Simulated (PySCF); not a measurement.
H₅BO₂SSi, SMILES OB(O)[SiH2]S, singlet at its PBE/def2-SVP optimised geometry (Å):

```
10

O      1.5432    -0.6478     0.0000
B      0.1756    -0.6478     0.0000
O     -0.5233    -1.8202     0.0172
Si    -0.7597     1.1673     0.0000
S      0.8792     2.5894    -0.3962
H      1.8755     0.2798    -0.0152
H      0.0813    -2.5894     0.0361
H     -1.2613     1.5944     1.3539
H     -1.8755     1.3661    -0.9926
H      1.0087     2.2288    -1.7052
```

Calculation: PySCF with PBE/def2-TZVP.

Map of the electrostatic potential (hartree/e), clipped to [-0.08, 0.12] on the plane z = 1.0 Å:

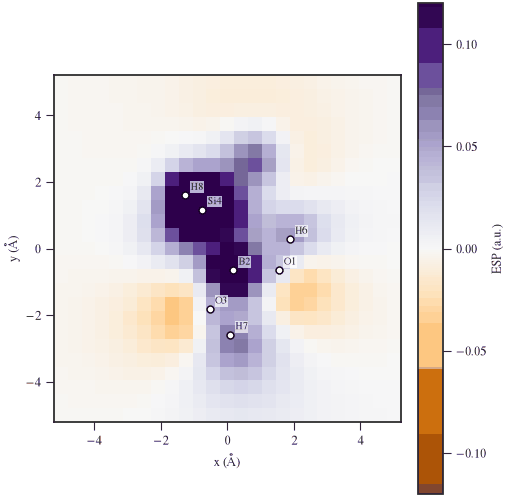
Fig. 1. Electrostatic potential (hartree/e), clipped to [-0.08, 0.12] on the plane z = 1.0 Å.
